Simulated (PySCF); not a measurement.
```yaml
atoms:
  - { symbol: C, position_ang: [-3.2765, 0.2852, 0.2315] }
  - { symbol: C, position_ang: [-3.0138, -1.2336, 0.2216] }
  - { symbol: Al, position_ang: [-1.4075, -1.6332, -0.9097] }
  - { symbol: C, position_ang: [0.1446, -0.4617, -1.0125] }
  - { symbol: C, position_ang: [1.1446, 0.2399, -1.0523] }
  - { symbol: Si, position_ang: [2.6763, 1.2849, -1.0971] }
  - { symbol: C, position_ang: [3.8982, 0.5730, 0.1705] }
  - { symbol: H, position_ang: [-4.0606, 0.5535, 0.9401] }
  - { symbol: H, position_ang: [-2.3712, 0.8288, 0.5051] }
  - { symbol: H, position_ang: [-3.5790, 0.6292, -0.7576] }
  - { symbol: H, position_ang: [-3.9223, -1.7537, -0.1185] }
  - { symbol: H, position_ang: [-2.8780, -1.5597, 1.2652] }
  - { symbol: H, position_ang: [-1.3800, -2.9191, -1.7721] }
  - { symbol: H, position_ang: [3.2444, 1.2320, -2.4511] }
  - { symbol: H, position_ang: [2.3156, 2.6643, -0.7393] }
  - { symbol: H, position_ang: [4.1622, -0.4533, -0.0705] }
  - { symbol: H, position_ang: [4.8167, 1.1530, 0.1976] }
  - { symbol: H, position_ang: [3.4774, 0.5768, 1.1726] }
```

Geometry: GFN2-xTB.

Method: PySCF 2.14.0, wB97X-D/def2-SVPD, SCF density, gas phase.

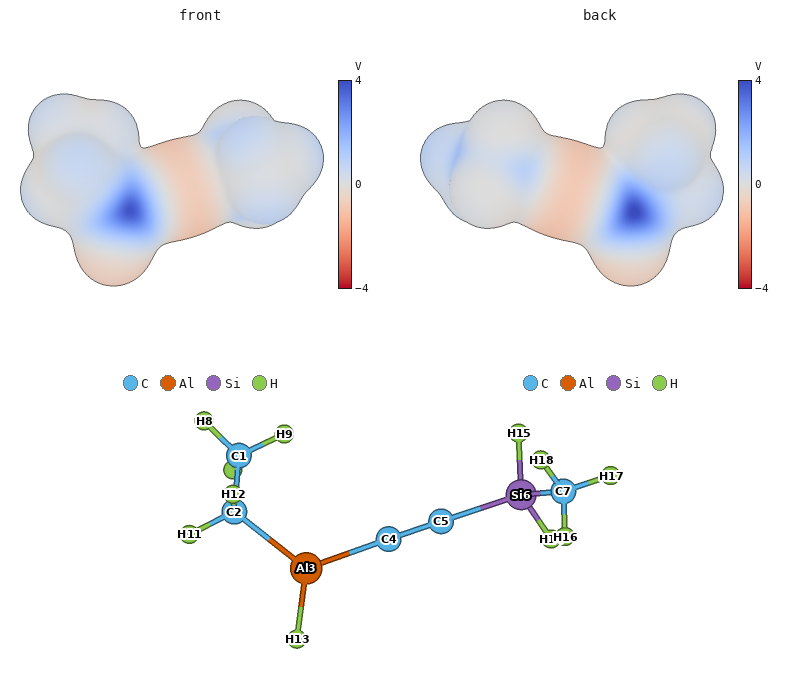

C$_{5}$H$_{11}$AlSi (SMILES C[CH2][AlH][C]#C[SiH2]C). The electrostatic potential painted on the density surface at 0.002 e/bohr³, seen from the front and from behind; the colour scale runs from red (negative) to blue (positive). The bare structure is drawn below in the same view.

**Which sites attract a positive test charge, and which a negative one?**

A positive charge is drawn to the negative regions and a negative charge to the positive ones. The most negative region (about −0.9 V) lies over C4 and C5, the most positive (about +3.6 V) over Al3.

**How polar is the molecule by this calculation?**

Its dipole moment is 0.92 D.
